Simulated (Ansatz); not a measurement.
Input file:

```
crystal:
  periodic: [false, false, false]
  atoms:
    - {symbol: Ga, position_ang: [0.312392, -0.427229, 2.396699]}
    - {symbol: Ga, position_ang: [-1.732985, -0.156370, -1.721191]}
    - {symbol: Ga, position_ang: [2.109622, 0.801822, -1.010741]}
    - {symbol: Sb, position_ang: [0.248663, -1.386192, -0.210008]}
    - {symbol: Sb, position_ang: [-0.937693, 1.167969, 0.545241]}
basis:
  gaussian: {orbitals: def2-TZVP, initial_orbitals: start.molden}
total_charge: 1
magnetization: {spin_polarized: true, initial_magnetization: 2}
hamiltonian: {xc: pbe0, dispersion: d4}
scf: {omitted_lower_state_checks: [starts]}
output: {orbitals: {seedname: orbitals}}
```

Command:

```sh
ansatz run in.yaml --threads 4 --pin off --events-out ev --progress --plain --max-ram 4787MiB
```

Geometry: r2SCAN-D4/def2-SVP; core potentials replace the inner electrons of Sb.

Computed with Ansatz 0.2.0, UKS PBE0-D4/def2-TZVP.

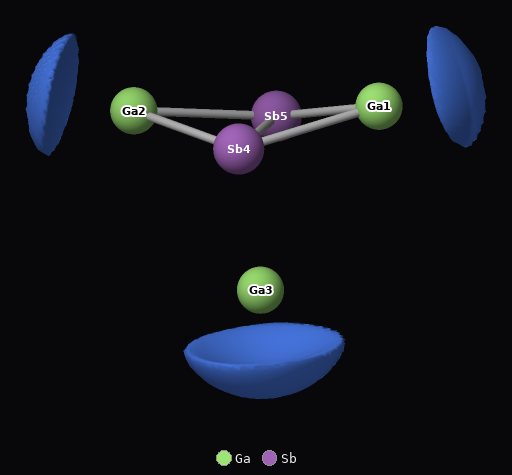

Ga$_{2}$Sb$_{2}$···Ga (charge +1, triplet). Isosurface of the electron localisation function at 0.8 (blue), seen at a tilt. Core shells and regions of very low density are left out.

Question: Where are the electrons localised?

Answer: At this value the surface marks out three lobes on Ga, pointing away from the bonds (non-bonding electrons). Profiles from the grid: Ga3···Sb4 (2.98 Å): the ELF reaches about 0.55 near the midpoint. Ga–Sb (2.74 Å): the ELF reaches about 0.55 near the midpoint.
